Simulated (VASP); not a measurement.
Band structure of CeO2 (fluorite). Computed with MS2 meta-GGA, VASP's PBE PAW potentials (set 64) (plane waves; VASP).

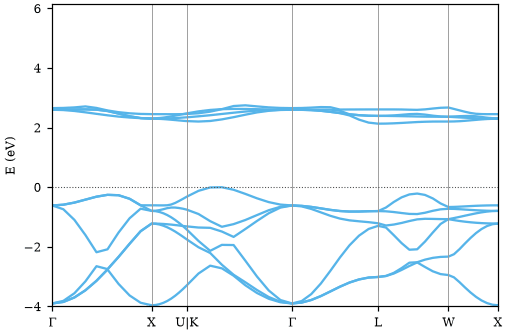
Bands along high-symmetry lines, zero at the valence-band maximum or, without a gap, the Fermi level

**Question.** Read the plot: is there a gap, and where are the band edges?

**Answer.** The gap is indirect, 2.13 eV, from the valence maximum at (-0.25, 0.25, 0.00) to the conduction minimum at L.

The compound is CeO2 in the fluorite structure. It was relaxed first. The run is not spin-polarised, so no magnetic state was tried.
